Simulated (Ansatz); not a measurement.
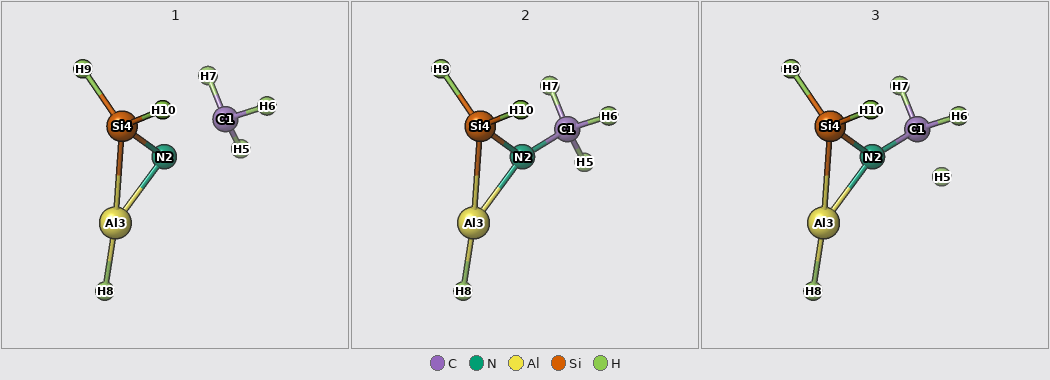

CH6AlNSi, SMILES C[N]1[AlH][SiH2]1. First axis: bond length C1–N2. Second axis: bond length C1–H5. Nothing is relaxed (all other coordinates rigid). The grid has 7 × 7 points. Points are written as (first, second). Energies: kJ/mol, counted from the relaxed molecule at the same level. The reference is spin-restricted, which grows unreliable where a bond is stretched far. All numbers below come from Ansatz, RKS r2SCAN-D4/def2-SVP.

The numbered pictures are structures from this grid.

**Which is the most stable, and how do the others follow?**

2, at (1.350 Å, 1.154 Å): 21 kJ/mol; 1, at (1.841 Å, 1.029 Å): 133 kJ/mol; 3, at (1.350 Å, 1.654 Å): 197 kJ/mol.

The map, with the structures marked:

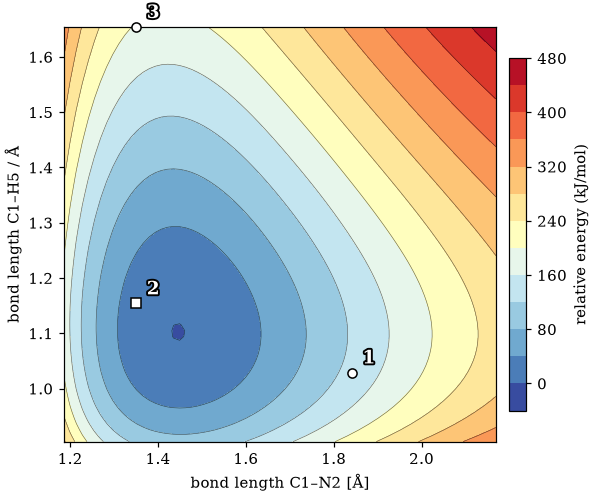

In the figure: filled contours. Between grid points the surface is interpolated.
